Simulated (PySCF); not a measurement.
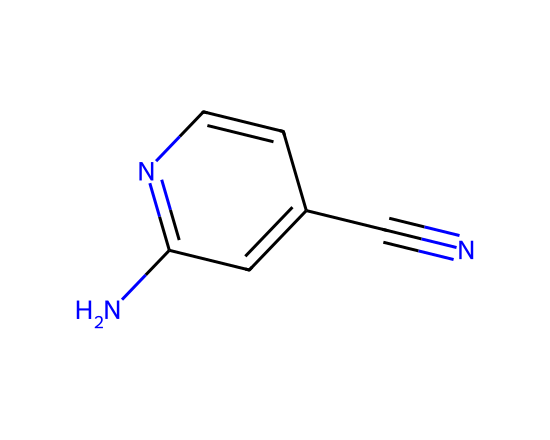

A structural formula.

Transcribe the drawing into SMILES.

Answer. N#Cc1ccnc(N)c1

What is the molecular formula?

Answer. C6H5N3.

More results for the same structure follow; atom numbers are the same in all pictures, views and colours differ. The computed structure is the end point of a PBE0-D3(BJ)/def2-SVP optimisation. No frequency run is at hand to confirm it as a minimum.

**NMR shielding**

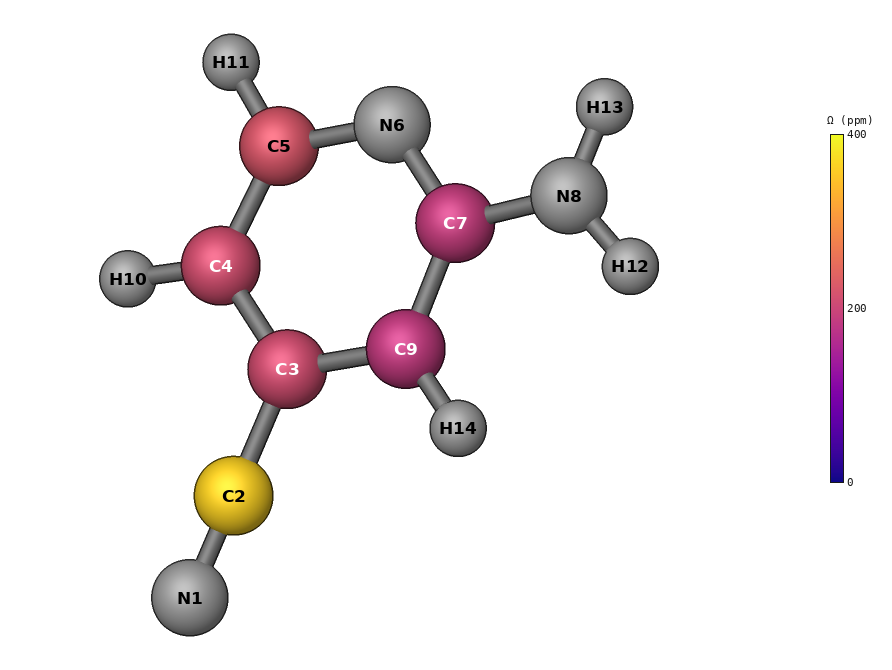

The C atoms are coloured by the span of their shielding tensor. No frequency run is at hand to confirm it as a minimum. Level of theory: GIAO WP04/pcSseg-1 NMR shielding, non-relativistic, IEF-PCM chloroform (PySCF 2.14.0). Principal shieldings σ11 ≤ σ22 ≤ σ33, span Ω = σ33 − σ11, skew κ = 3(σiso − σ22)/Ω.

Which C atom has the most anisotropic shielding?

Answer. C2, with a span of 364 ppm.

Give the shielding tensors of the C atoms.

| atom | σ11 | σ22 | σ33 | σiso | Ω | κ |
| --- | --- | --- | --- | --- | --- | --- |
| C2 | −74.8 | −63.6 | 288.8 | 50.2 | 363.6 | 0.94 |
| C3 | −60.6 | 50.3 | 150.8 | 46.8 | 211.4 | −0.05 |
| C4 | −51.3 | 45.2 | 162.4 | 52.1 | 213.8 | 0.10 |
| C5 | −92.5 | 10.3 | 131.6 | 16.5 | 224.1 | 0.08 |
| C7 | −72.5 | −17.9 | 117.5 | 9.1 | 190.0 | 0.43 |
| C9 | −32.0 | 49.9 | 154.4 | 57.4 | 186.5 | 0.12 |

Shieldings and span in ppm.

**Dipole moment**

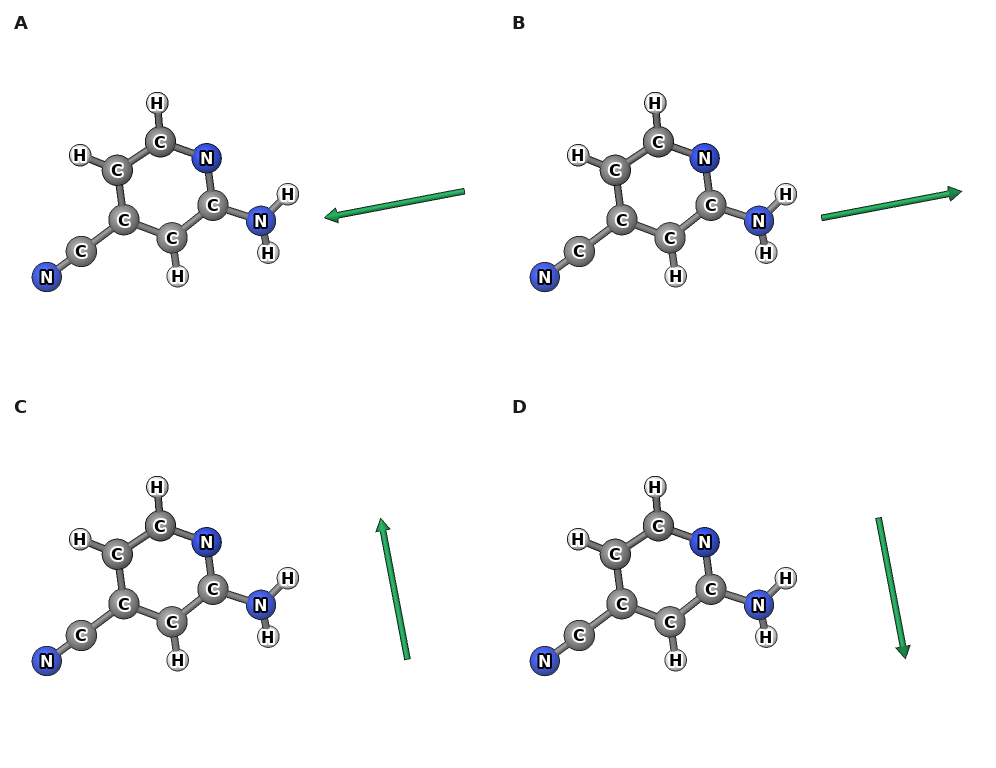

The same molecule four times, each with an arrow. No frequency run is at hand to confirm it as a minimum. Properties computed with PBE0/def2-SVPD in dichloromethane (IEF-PCM) (PySCF 2.14.0).

Which arrow points along the dipole moment, from the negative to the positive end?

Answer. B. The dipole moment is 4.89 D.

**Ring current**

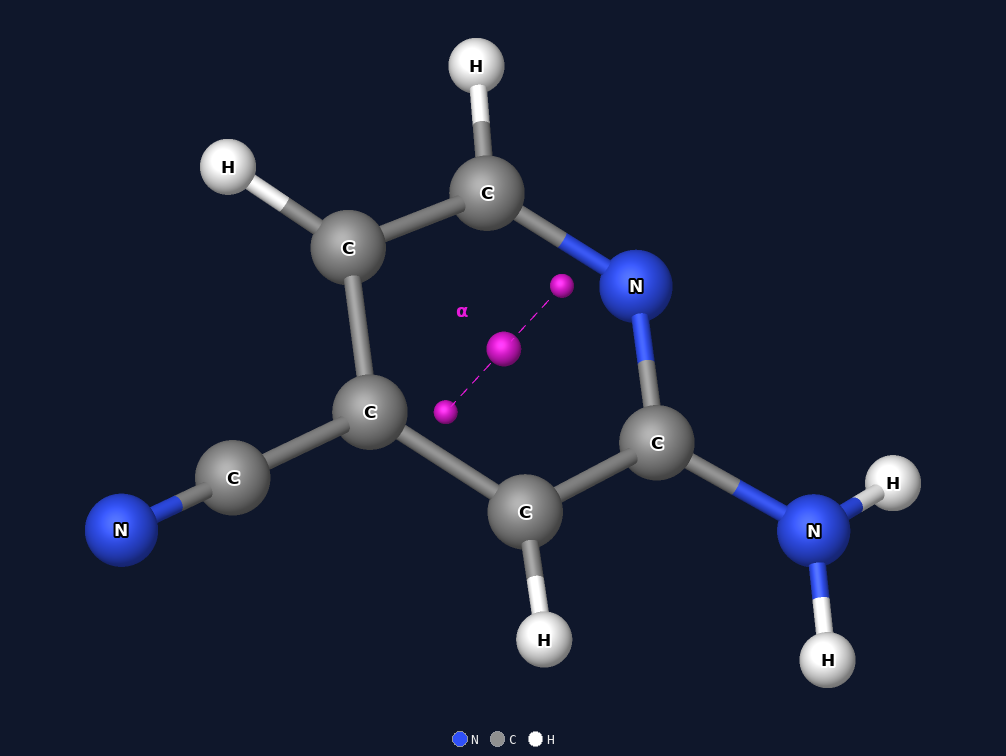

The small points mark where nucleus-independent chemical shifts (NICS) were computed: at the centre of each lettered ring and 1 Å above and below it. No frequency run is at hand to confirm it as a minimum. Level of theory: GIAO ωB97X-D/pcSseg-1 NMR shielding, non-relativistic, IEF-PCM chloroform (PySCF 2.14.0).

Give NICS(0), NICS(1) and the out-of-plane component NICS(1)zz for each ring (means of the two sides).

```tsv
ring	members	NICS(0)	NICS(1)	NICS(1)zz
α	C5N	−6.6	−9.4	−21.8
```

Values in ppm.

What do the values say about the ring currents?

Answer. Ring α: diatropic, as in an aromatic ring. NICS is one index among several.
